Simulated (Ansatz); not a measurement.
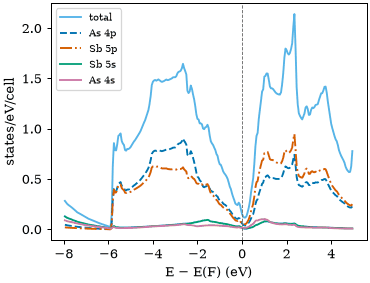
Figure: Total and projected density of states of SbAs in space group R3m (No. 160; Sb on 3a, As on 3a), plane-wave PAW r²SCAN (Ansatz code)

Which orbitals carry the states next to the Fermi level?

Within 0.5 eV of the Fermi level: Sb 5p 41 %, As 4p 38 %, As 4s 9 %, Sb 5s 9 %. Projections are on Löwdin-orthogonalised atomic valence shells; empty p or d shells of many metals are not among them.

Where is the tallest occupied peak in this window, and what makes it?

Near -2.6 eV, about 1.6 states/eV per cell; the largest projected share is As 4p.

The first step of the workflow began from a Materials Project structure, measured or hypothetical; the Crystallography Open Database copy checked does not list it. COD files the formula under space group No. 166, so this cell is another polymorph or a model. Its standing as an ambient phase is unchecked. The cell was relaxed with r²SCAN under the symmetry of its start; its stability against distortions is not shown here. A crystal of weakly bound layers computed without a dispersion correction: the cell and the soft elastic constants depend strongly on that. Spin–orbit coupling is left out wherever it is not named.

Potentials: the earlier of the program's two PAW sets.
